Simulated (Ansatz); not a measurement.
## Frequency calculation, with input and output: TaNH4Cl3OF

- system: TaNH4Cl3OF
- method: RKS PBE/def2-SVP (Ansatz 0.2.0)

It belongs to a series of runs on one base structure; here: vibrations at the highest image of the band. Figures and captions count atoms from 1; the log counts them from 0 in places.

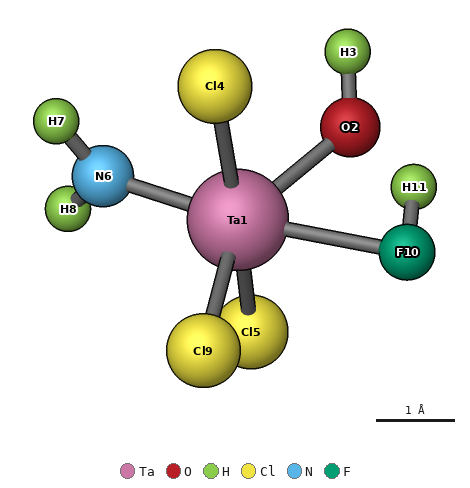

Figure 1. The structure as given in the input (ball-and-stick view, seen at a tilt; atoms are numbered from 1 in the order of the input). Sticks mark near contacts.

Input file
```yaml
crystal:
  periodic: [false, false, false]
  atoms:
    - { symbol: Ta, position_ang: [-0.065549, -0.189985, -0.192585] }
    - { symbol: O, position_ang: [1.980256, -0.032457, -0.204141] }
    - { symbol: H, position_ang: [2.489213, 0.383839, 0.515156] }
    - { symbol: Cl, position_ang: [0.109373, -0.35585, 2.166845] }
    - { symbol: Cl, position_ang: [-0.101169, 0.323721, -2.479348] }
    - { symbol: "N", position_ang: [-0.813246, 1.6027, 0.125369] }
    - { symbol: H, position_ang: [-1.024626, 1.982239, 1.054384] }
    - { symbol: H, position_ang: [-1.102459, 2.249582, -0.616375] }
    - { symbol: Cl, position_ang: [-1.875583, -1.653276, -0.283886] }
    - { symbol: F, position_ang: [1.142767, -2.104729, -0.591185] }
    - { symbol: H, position_ang: [1.895823, -1.38438, -0.423334] }
basis:
  gaussian: { orbitals: def2-SVP }
hamiltonian:
  xc: pbe
phonons: {}
```

Launched with:
```bash
ansatz run input.yaml --threads 4 --pin off --max-ram 5120MiB --backend cpu --events-out ev --progress --plain --runs-dir out
```

Output
```
Engine: ansatz 0.2.0, aarch64-unknown-linux-gnu
Functional definition: PBE
  parameter kappa = 0.804
  parameter beta = 0.06672455060314922
  exchange = pbe_x(kappa = kappa, mu = beta*pi^2/3)
  correlation = pbe_c(beta = beta)
1584 factors; their error is unknown
mean field evaluation 1: about -45394.8794 eV, gradient 8.7e1 eV
mean field evaluation 2: about -45164.3109 eV, gradient 2.8e2 eV
mean field evaluation 4: about -45406.2389 eV, gradient 3.6e1 eV
mean field evaluation 8: about -45409.2924 eV, gradient 1.2e0 eV
mean field evaluation 16: about -45409.2036 eV, gradient 3.6e-3 eV
mean field -45409.20360184 eV, -1668.7574529038 hartree, gradient 5.9e-5 eV, S^2 0.000000; 0 other end points of the search recorded, 0 dependent functions left out
the calculation of the forces begins
reference -45409.20367058 eV, -1668.7574554301 hartree; 46, 46 occupied and 102, 102 virtual orbitals, 1584 factors
these checks for a lower state are left out or cut short: stability, starts, cluster_reference, orbital_swaps, neighbouring_geometries, increment
1584 factors; their error is unknown
mean field -45409.20348533 eV, -1668.7574486222 hartree, gradient 1.3e-6 eV, S^2 0.000000; 0 other end points of the search recorded, 0 dependent functions left out
[... from here on the field's lines of each further geometry are left out, up to the last ...]
the calculation of the forces begins
reference -45409.20366014 eV, -1668.7574550462 hartree; 46, 46 occupied and 102, 102 virtual orbitals, 1584 factors
these checks for a lower state are left out or cut short: stability, starts, cluster_reference, orbital_swaps, neighbouring_geometries, increment
1584 factors; their error is unknown
mean field -45409.20358863 eV, -1668.7574524185 hartree, gradient 1.9e-6 eV, S^2 0.000000; 0 other end points of the search recorded, 0 dependent functions left out
the calculation of the forces begins
reference -45409.20365738 eV, -1668.7574549449 hartree; 46, 46 occupied and 102, 102 virtual orbitals, 1584 factors
WARN: phonons: modes at or below zero, which the zero-point energy, F, S and C_V leave out: 1, the lowest at -166.51 cm⁻¹. A minimum has none, and a first-order saddle one
Total energy: -45409.20367058 eV, -1668.7574554301 hartree
Atom 0 at    -0.065549    -0.189985    -0.192585 Å, force    -0.005082     0.002375    -0.002639 eV/Å
Atom 1 at     1.980256    -0.032457    -0.204141 Å, force     0.002626     0.000603     0.000357 eV/Å
Atom 2 at     2.489213     0.383839     0.515156 Å, force     0.000491     0.000072    -0.000821 eV/Å
Atom 3 at     0.109373    -0.355850     2.166845 Å, force    -0.000011    -0.000353     0.000573 eV/Å
Atom 4 at    -0.101169     0.323721    -2.479348 Å, force     0.001263    -0.000515     0.001142 eV/Å
Atom 5 at    -0.813246     1.602700     0.125369 Å, force     0.000361    -0.001938     0.001295 eV/Å
Atom 6 at    -1.024626     1.982239     1.054384 Å, force     0.000212    -0.000536    -0.000211 eV/Å
Atom 7 at    -1.102459     2.249582    -0.616375 Å, force     0.000043    -0.000599    -0.000690 eV/Å
Atom 8 at    -1.875583    -1.653276    -0.283886 Å, force    -0.000307     0.000784     0.000871 eV/Å
Atom 9 at     1.142767    -2.104729    -0.591185 Å, force     0.000394     0.000671    -0.000437 eV/Å
Atom 10 at     1.895823    -1.384380    -0.423334 Å, force     0.000010    -0.000565     0.000559 eV/Å
Dipole moment:     0.305329     0.722481     0.253566 e Å
Vibrations: -166.51 73.33 87.15 95.64 135.67 155.16 171.50 191.13 248.22 296.64 336.10 349.88 369.14 383.47 412.09 561.79 617.45 620.28 644.32 680.24 1017.02 1209.41 1439.07 2101.85 3459.04 3563.55 3750.12 cm⁻¹, zero-point energy 1.423914 eV
```

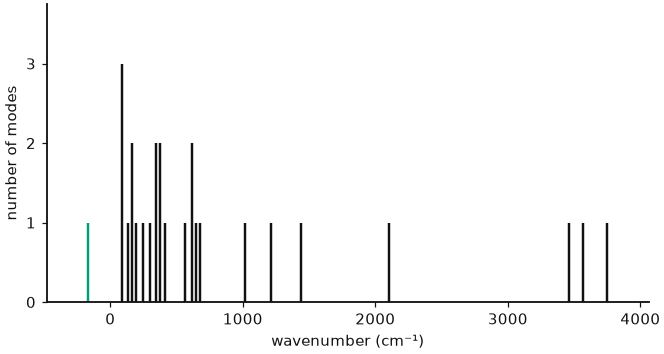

Figure 2. Harmonic vibrational wavenumbers from the force constants; neighbouring modes closer than 18 cm⁻¹ are counted in one stick, and imaginary ones are drawn at negative wavenumbers. 27 modes from 167i to 3750 cm⁻¹, 1 imaginary beyond 8i (167i cm⁻¹): a first-order saddle point, if the geometry is stationary.

Summary

```json
{"quantity": "outcome", "value": "converged"}
{"quantity": "total energy", "value": "−45409.2037 eV"}
{"quantity": "mean-field energy", "value": "−45409.2037 eV"}
{"quantity": "largest force (length of the vector)", "value": "0.006 eV/Å"}
{"quantity": "hardware", "value": "4 threads of Arm Neoverse V1, 24 GiB of memory available, shared host"}
{"quantity": "wall time", "value": "2 min (CPU time 7.4 min)"}
{"quantity": "peak memory", "value": "0.23 GiB"}
```
